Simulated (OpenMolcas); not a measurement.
# W⁴⁺ among point charges: CASSCF and CASPT2 levels and susceptibility

Aim: the splitting of the states of W⁴⁺ in the field of 4 point charges, its lowest levels with spin-orbit coupling and its magnetic susceptibility.

Program: OpenMolcas 26.06. Level of theory: state-averaged CASSCF and CASPT2, spin-orbit coupling by RASSI with atomic mean-field integrals. These are calculated values, not measurements, unless marked.

**1. Starting point**

```
Species                           : W⁴⁺ (tungsten, Z = 74, 70 electrons)
Basis                             : ANO-RCC-VDZP [7s6p4d2f1g], 68 functions
Scalar Hamiltonian                : DKH2, point nucleus
Inactive shells                   : 1s 2s 2p 3s 3p 3d 4s 4p 4d 4f 5s 5p
Active space                      : 2 electrons in 5 orbitals (5d)
Some configurations of this space : 5d2
Orbitals                          : optimised for each spin and parity, averaged over all roots
```

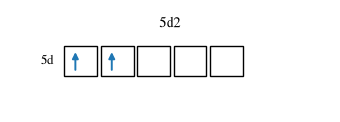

Occupation of the outer shells (arrows by Hund's rule).

The ion sits among 4 point charges of -1 e arranged as a square (D4h), 2 Å from the ion.

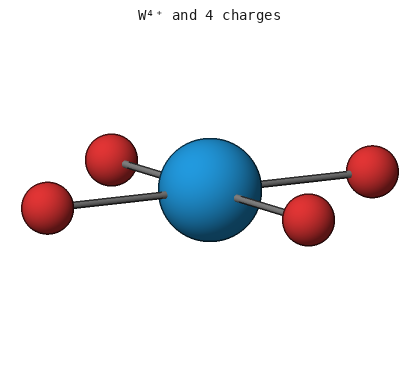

The ion and the point charges (red).

The work runs as a chain of OpenMolcas steps in one folder; each step below is one input file. Labels, J, g values, rates, χT and fits are worked out afterwards by a script from the matrices that RASSI stores. The input lists half of the charges; inversion (Group=XYZ) makes the rest.

**2. GATEWAY and SEWARD: basis and integrals**

a.inp

```
&GATEWAY
Coord
1

W 0.0 0.0 0.0
Basis=ANO-RCC-VDZP
Group=XYZ
NoMove
AngMom=0.0 0.0 0.0
AMFI
XField
2 Angstrom 0
2.000000 0.000000 0.000000 -1.000000
0.000000 2.000000 0.000000 -1.000000
&SEWARD
```

Launch:

```bash
$ OMP_NUM_THREADS=1 MOLCAS_MEM=1689 MOLCAS_PROJECT=a pymolcas a.inp > a.log
```

**3. Reference wave functions, triplets of even parity, 10 roots**

a.inp

```
&RASSCF
FileOrb=start.orb
Symmetry=1
Spin=3
nActEl=2 0 0
Inactive=15 19
Ras2=5 0
CIRoot=10 10 1
SDav=10
CIMx=300
Iter=120 100
PrWF=0.3
OrbListing=Nothing
MaxOrb=0
>>> COPY $Project.JobIph JOB001
```

start.orb holds the contracted functions of the basis, ordered by shell, or the orbitals of the step before.

**4. CASSCF: singlets of even parity, 15 roots**

a.inp

```
&RASSCF
FileOrb=start.orb
Symmetry=1
Spin=1
nActEl=2 0 0
Inactive=15 19
Ras2=5 0
CIRoot=15 15 1
SDav=15
CIMx=300
Iter=120 100
PrWF=0.3
OrbListing=Nothing
MaxOrb=0
>>> COPY $Project.JobIph JOB002
```

**5. RASSI: spin-orbit coupling between the states**

a.inp

```
&RASSI
NrOfJobIphs=2 10 15
1 2 3 4 5 6 7 8 9 10
1 2 3 4 5 6 7 8 9 10 11 12 13 14 15
IphNames
JOB001
JOB002
EJob
SpinOrbit
DIPRint=1.0
SOCoupling=1000.0
Subsets=2
Property=9
'ANGMOM' 1 'ANGMOM' 2 'ANGMOM' 3 'MLTPL  1' 1 'MLTPL  1' 2 'MLTPL  1' 3
'AMFI' 1 'AMFI' 2 'AMFI' 3
SOProperty=3
'ANGMOM' 1 'ANGMOM' 2 'ANGMOM' 3
```

**6. CASPT2: IPEA 0.25, imaginary shift 0.1 (closed shells correlated: 4f 5s 5p)**

a.inp

```
>>> COPY JOB001 $Project.JobIph
&CASPT2
Multistate=10 1 2 3 4 5 6 7 8 9 10
NoMult
Frozen=14 9
IPEA=0.25
Imaginary=0.1
MaxIter=60
WThr=0.0 0.3 0.05
PrWF=0.5
NoMix
>>> COPY JOB002 $Project.JobIph
&CASPT2
Multistate=15 1 2 3 4 5 6 7 8 9 10 11 12 13 14 15
NoMult
Frozen=14 9
IPEA=0.25
Imaginary=0.1
MaxIter=60
WThr=0.0 0.3 0.05
PrWF=0.5
NoMix
```

(Steps that only read results are left out.)

What does the calculation give? Wanted: spin-free ground state; first state of the same spin within the active space; lowest level; next level.

The runs gave:

| quantity | value |
| --- | --- |
| method | SS-CASPT2, IPEA 0.25, imaginary shift 0.1 (closed shells correlated: 4f 5s 5p) |
| spin-free ground state | 3E, 2-fold in its orbital part |
| first state of the same spin within the active space | 3A2 at 505 cm⁻¹ |
| lowest level | 1-fold A1 |
| next level | 2315.3 cm⁻¹ |
| χT at 300 K | 0.04 cm³ K/mol |
| effective moment at 300 K | 0.54 μB |

Cost by method:

| method | time of its own steps | time with the reference |
| --- | --- | --- |
| A. CASSCF | 7.2 s | 7.2 s |
| B. SS-CASPT2, IPEA 0.25, imaginary shift 0.1, +4f 5s 5p | 5.5 s | 13 s |

Times are of one thread on a shared host.

**Reading.** The spin-free ground state (3E) comes to 77 % from free-ion F terms and keeps the highest spin of the shell. χT at 300 K is 0.04, against 1.00 cm³ K/mol for the spin alone, so spin-orbit coupling lowers it. The field of point charges can differ much from that of real complexes. This is an electrostatic model: the charges have no orbitals.
